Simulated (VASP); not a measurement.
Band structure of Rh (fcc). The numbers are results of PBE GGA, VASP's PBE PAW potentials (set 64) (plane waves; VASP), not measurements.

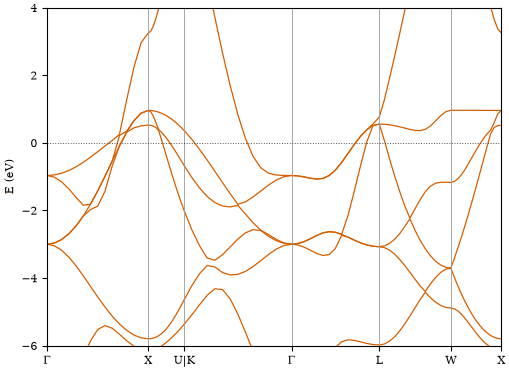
Figure. Bands along high-symmetry lines, zero at the valence-band maximum or, without a gap, the Fermi level

**Question.** Read the plot: is there a gap, and where are the band edges?

**Answer.** It has no gap at this level: it comes out as a metal or semimetal. (Edges off the drawn lines would not show.)

The compound is Rh in the fcc structure. It was relaxed first.
